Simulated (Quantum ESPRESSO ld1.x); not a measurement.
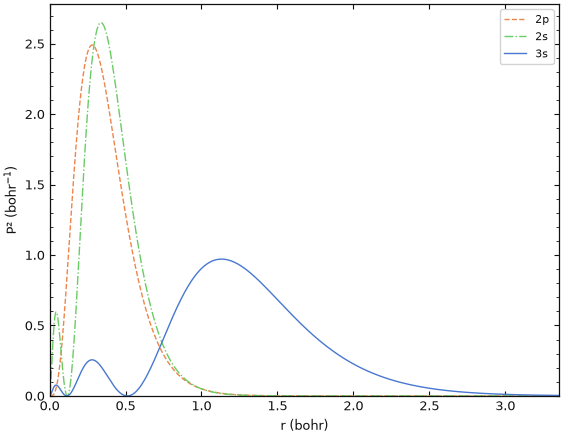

Ar³⁺ (Z = 18, 15 electrons) in the configuration [Ne] 3s2 3p3. Method: scalar-relativistic Kohn-Sham, B86b exchange with PBE correlation, spin-unpolarised, spherical densities, point nucleus; computed with Quantum ESPRESSO ld1.x 7.5.

The plot shows the radial probability densities P² of 3s, 2p and 2s.

### Read the plot.

2p: outer maximum at 0.280 bohr, ⟨r⟩ = 0.376 bohr, 0 nodes, eigenvalue −278.3 eV; 2s: outer maximum at 0.339 bohr, ⟨r⟩ = 0.413 bohr, 1 node, eigenvalue −345.2 eV; 3s: outer maximum at 1.13 bohr, ⟨r⟩ = 1.29 bohr, 2 nodes, eigenvalue −65.6 eV.
